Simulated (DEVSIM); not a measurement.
System: Cr/Al2O3/SiO2/p-Si capacitor, at 300 K.

```tsv
layer (left to right)	material	thickness (nm)	Na (cm⁻³)
1	Al2O3	13.0	-
2	SiO2	0.720	-
3	Si	400	2.1e18
```

Metal gate on the left, work function 4.5 eV. Fixed charge at the semiconductor interface 1.8e12 cm⁻² (in units of +e); interface traps 2.2e12 cm⁻² eV⁻¹, uniform in energy, neutral level at 0.7 of the gap above the valence band.

The device is made up for the run: typed textbook-type constants, with dimensions and the other settings drawn at random. Values at 300 K.

```tsv
parameter	Al2O3	SiO2	Si
gap (eV)	6.8	9	1.124
affinity (eV)	1.35	0.9	4.05
permittivity	9	3.9	11.7
Nc (cm⁻³)	-	-	2.86e19
Nv (cm⁻³)	-	-	3.1e19
```

Model (solved in DEVSIM): 1D Poisson equation in equilibrium, Boltzmann statistics, complete ionisation; no quantum confinement or tunnelling. Metal contacts follow the ideal Schottky-Mott rule: no Fermi-level pinning, no interface dipoles.

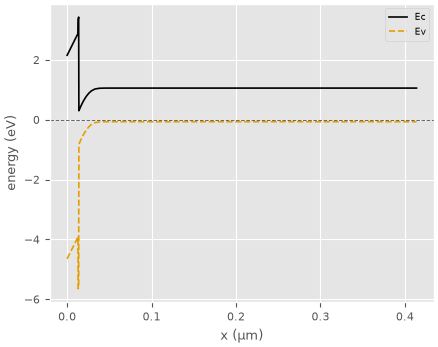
*Band edges at 1.0 V on the gate*

Energies count from the Fermi level of the right contact; mesh points crowd at the junctions.

```
x (μm)    Ec (eV)  Ev (eV)  n (cm⁻³)  p (cm⁻³)  field (V/cm)
--------  -------  -------  --------  --------  ------------
0.000       2.150   -4.650     < 1e2     < 1e2        570000
0.001055    2.210   -4.590     < 1e2     < 1e2        570000
0.002890    2.314   -4.486     < 1e2     < 1e2        570000
0.006087    2.495   -4.305     < 1e2     < 1e2        570000
0.01046     2.744   -4.056     < 1e2     < 1e2        570000
0.01215     2.839   -3.961     < 1e2     < 1e2        570000
0.01311     3.353   -5.646     < 1e2     < 1e2       1300000
0.01367     3.426   -5.574     < 1e2     < 1e2       1300000
0.01469     0.349   -0.775    3.9e13   3000000        660000
0.01675     0.479   -0.645    2.6e11     4.5e8        600000
0.02079     0.694   -0.430     6.3e7    1.8e12        470000
0.03302     1.024   -0.100       180    6.6e17         89000
0.05272     1.054   -0.070     < 1e2    2.1e18           130
0.09137     1.054   -0.070     < 1e2    2.1e18           ≈ 0
0.2084      1.054   -0.070     < 1e2    2.1e18           ≈ 0
0.3089      1.054   -0.070     < 1e2    2.1e18           ≈ 0
0.3608      1.054   -0.070     < 1e2    2.1e18           ≈ 0
0.3873      1.054   -0.070     < 1e2    2.1e18           ≈ 0
0.4038      1.054   -0.070     < 1e2    2.1e18           ≈ 0
0.4092      1.054   -0.070     < 1e2    2.1e18           ≈ 0
0.4120      1.054   -0.070     < 1e2    2.1e18           ≈ 0
0.4137      1.054   -0.070     < 1e2    2.1e18           ≈ 0
```
